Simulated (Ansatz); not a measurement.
```xyz
4

C     0.0000    0.0000   -0.8013
C     0.0000    0.0000    0.5648
N     0.0000    0.0000   -1.9835
Si    0.0000    0.0000    2.2200
```

Geometry: B3LYP-D3(BJ)/def2-SVPD.

Method: isolated molecule in a Gaussian basis; Kohn-Sham density functional theory, functional PBE0 (Ansatz 0.2.0).

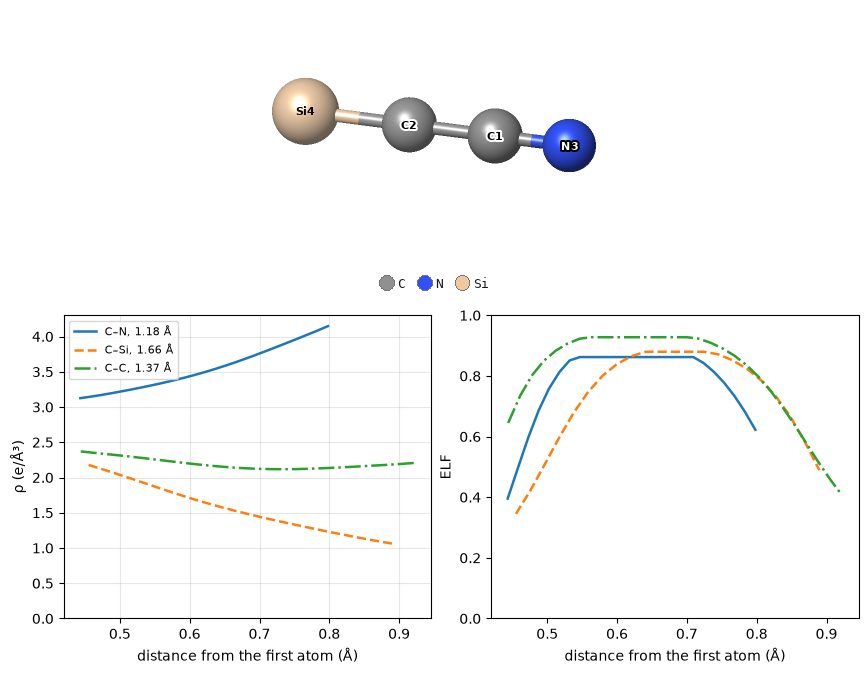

C2NSi (SMILES N#CC#[Si-]) (charge −1). Electron density and electron localisation function along straight lines between neighbouring atoms. The curves leave out the atomic cores. The structure is drawn too.

**Compare the contacts.**

C–N (1.18 Å): the density is about 3.4 e/Å³ at the midpoint; the ELF peaks at about 0.85 between the atoms: a multiple bond.
C–Si (1.66 Å): the density is about 1.2 e/Å³ at the midpoint; the ELF peaks at about 0.90 between the atoms: a covalent bond.
C–C (1.37 Å): ρ at the midpoint is about 2.1 e/Å³; the ELF peaks at about 0.95 between the atoms: localised, covalent bonding.
